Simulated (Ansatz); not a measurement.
## Two runs on SiN2H6O

System: SiN2H6O.
Method of run 1: RKS r2SCAN0-D4/def2-TZVPP (Ansatz 0.2.0).

The geometry comes from this level: PBE0-D4/def2-TZVP. Text and figures count atoms from 1; the logs count them from 0 in places.

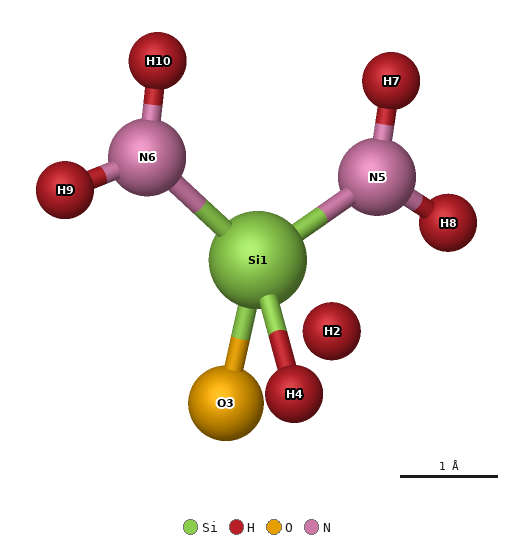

Figure 1. The input geometry (ball-and-stick view, seen at a tilt; atoms are numbered from 1 in the order of the input). Bond lengths as drawn: H–N 1.00 to 1.01 Å, H–Si 1.68 Å, N–Si 1.68 Å and O–Si 1.56 Å.

Input file, run 1:
```yaml
crystal:
  periodic: [false, false, false]
  atoms:
    - {symbol: Si, position_ang: [-0.135717, 0.249451, -0.269313]}
    - {symbol: H, position_ang: [0.578114, -0.939438, -1.419210]}
    - {symbol: O, position_ang: [-0.532454, 1.006511, -1.574190]}
    - {symbol: H, position_ang: [0.163860, -0.194022, -1.858706]}
    - {symbol: N, position_ang: [1.144719, 0.728012, 0.704574]}
    - {symbol: N, position_ang: [-1.234716, -0.638009, 0.636951]}
    - {symbol: H, position_ang: [1.338465, 0.382195, 1.627664]}
    - {symbol: H, position_ang: [1.861302, 1.337951, 0.350028]}
    - {symbol: H, position_ang: [-2.104705, -0.944163, 0.236845]}
    - {symbol: H, position_ang: [-1.078868, -0.988587, 1.565356]}
basis:
  gaussian: {orbitals: def2-TZVPP}
hamiltonian: {xc: {name: r2SCAN0}, dispersion: d4}
```

Command:
```bash
ansatz run in.yaml --threads 4 --pin off --events-out ev --progress --plain --max-ram 9574MiB
```

Hardware: 4 threads of Arm Neoverse V1, 23 GiB of memory available, shared host.

Output (run 1):
```
Functional definition: r2SCAN0
  parameter a = 0.25
  parameter k0 = 0.174
  parameter k1 = 0.065
  parameter a1 = 4.9479
  exchange = (1 - a)*r2scan_x(k0 = k0, k1 = k1, a1 = a1) + a*exact_x
  correlation = r2scan_c
1106 factors; their error is unknown
mean field evaluation 1: about -12988.0163 eV, gradient 8.9e1 eV
mean field evaluation 2: about -12966.9514 eV, gradient 1.3e2 eV
mean field evaluation 4: about -13001.7249 eV, gradient 6.8e0 eV
mean field evaluation 8: about -13001.8101 eV, gradient 2.6e-2 eV
mean field evaluation 16: about -13001.8379 eV, gradient 5.3e-5 eV
mean field -13001.83791789 eV, -477.8087305201 hartree, gradient 5.3e-5 eV, S^2 0.000000; 0 other end points of the search recorded, 0 dependent functions left out
reference -13001.83792648 eV, -477.8087308358 hartree; 21, 21 occupied and 198, 198 virtual orbitals, 1106 factors
Total energy: -13001.88860478 eV, -477.8105932291 hartree
```

For run 2 the input was changed thus:
```diff
-    - {symbol: Si, position_ang: [-0.135717, 0.249451, -0.269313]}
-    - {symbol: H, position_ang: [0.578114, -0.939438, -1.419210]}
-    - {symbol: O, position_ang: [-0.532454, 1.006511, -1.574190]}
-    - {symbol: H, position_ang: [0.163860, -0.194022, -1.858706]}
-    - {symbol: N, position_ang: [1.144719, 0.728012, 0.704574]}
-    - {symbol: N, position_ang: [-1.234716, -0.638009, 0.636951]}
-    - {symbol: H, position_ang: [1.338465, 0.382195, 1.627664]}
-    - {symbol: H, position_ang: [1.861302, 1.337951, 0.350028]}
-    - {symbol: H, position_ang: [-2.104705, -0.944163, 0.236845]}
-    - {symbol: H, position_ang: [-1.078868, -0.988587, 1.565356]}
+    - {symbol: Si, position_ang: [0.120467, -0.148419, -0.303968]}
+    - {symbol: H, position_ang: [0.605147, -1.354934, -1.035602]}
+    - {symbol: O, position_ang: [-0.203035, 1.006641, -1.438117]}
+    - {symbol: H, position_ang: [-0.523166, 0.688467, -2.282494]}
+    - {symbol: N, position_ang: [1.191910, 0.660303, 0.737651]}
+    - {symbol: N, position_ang: [-1.154334, -0.746380, 0.655264]}
+    - {symbol: H, position_ang: [1.473202, 0.263078, 1.616465]}
+    - {symbol: H, position_ang: [1.840146, 1.345602, 0.390446]}
+    - {symbol: H, position_ang: [-1.674299, -1.562785, 0.382334]}
+    - {symbol: H, position_ang: [-1.676041, -0.151673, 1.278021]}
```

What does this change do to the results?

With the same method and basis, run 2 lies 55.6 kcal/mol lower.

Output (run 2):
```
Functional definition: r2SCAN0
  parameter a = 0.25
  parameter k0 = 0.174
  parameter k1 = 0.065
  parameter a1 = 4.9479
  exchange = (1 - a)*r2scan_x(k0 = k0, k1 = k1, a1 = a1) + a*exact_x
  correlation = r2scan_c
1106 factors; their error is unknown
mean field evaluation 1: about -12991.3531 eV, gradient 8.7e1 eV
mean field evaluation 2: about -12981.7149 eV, gradient 1.1e2 eV
mean field evaluation 4: about -13004.1898 eV, gradient 4.1e0 eV
mean field evaluation 8: about -13004.2188 eV, gradient 2.6e-2 eV
mean field evaluation 16: about -13004.2480 eV, gradient 2.2e-5 eV
mean field -13004.24797695 eV, -477.8972985571 hartree, gradient 2.2e-5 eV, S^2 0.000000; 0 other end points of the search recorded, 0 dependent functions left out
reference -13004.24798588 eV, -477.8972988853 hartree; 21, 21 occupied and 198, 198 virtual orbitals, 1106 factors
Total energy: -13004.29792377 eV, -477.8991340690 hartree
```

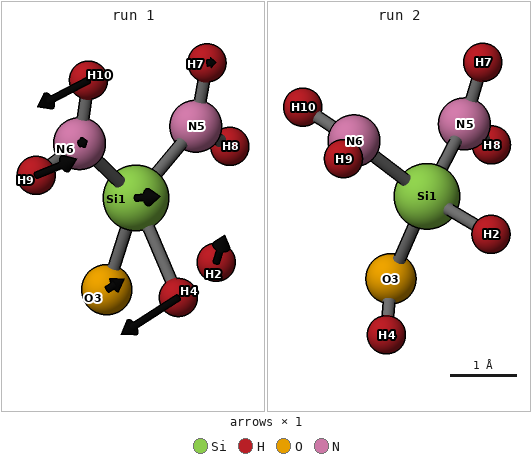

Figure 2. The two input geometries at one scale (ball-and-stick view, seen at a tilt). The black arrows on the first give the shifts of the atoms after the best rigid fit, at true length. The atom that moves furthest after the best rigid fit is H4 (1.19 Å). By element the largest moves are H 1.19 Å, Si 0.48 Å, O 0.34 Å, N 0.16 Å. Among the contacts that change: Si1–H4 1.677 → 2.243 Å, O3–H4 1.417 → 0.957 Å, Si1–H2 1.801 → 1.492 Å, Si1–O3 1.560 → 1.651 Å.

The two runs side by side:

```csv
quantity,run 1,run 2
outcome,converged,converged
total energy (hartree),−477.810593,−477.899134
basis functions,219,219
wall time (shared host),3 s,2.9 s
```
